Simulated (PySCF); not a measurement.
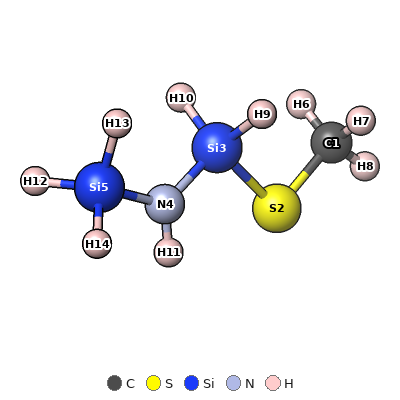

Geometry used (CH₉NSSi₂, SMILES CS[SiH2]N[SiH3]).

Kohn-Sham orbital energies near the frontier, B3LYP/def2-SVPD with PySCF 2.14.0, at a GFN2-xTB geometry (no frequency check), isolated molecule; empty levels in grey, levels within 0.03 eV side by side.

> Where do the frontier orbitals lie?

HOMO at −6.55 eV, LUMO at −0.61 eV, 5.93 eV apart.

> On which atoms do HOMO and LUMO mostly sit?

HOMO: S2 72 %, C1 10 %, Si3 9 %. LUMO: S2 24 %, Si3 16 %, Si5 15 % (Löwdin shares).

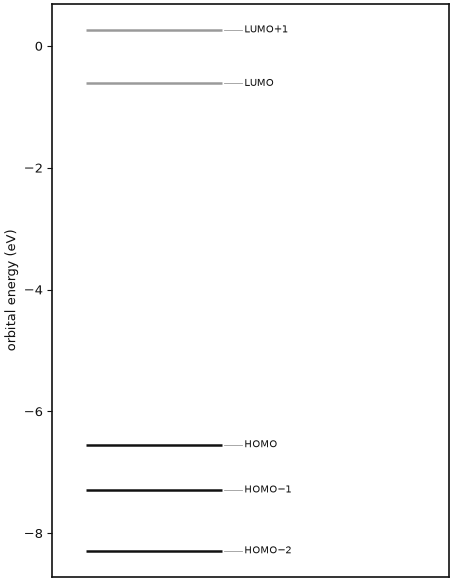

Note: the tight-binding geometry is rougher than a DFT one and adds to the error; one conformer of a flexible molecule; empty levels above zero depend strongly on the basis.
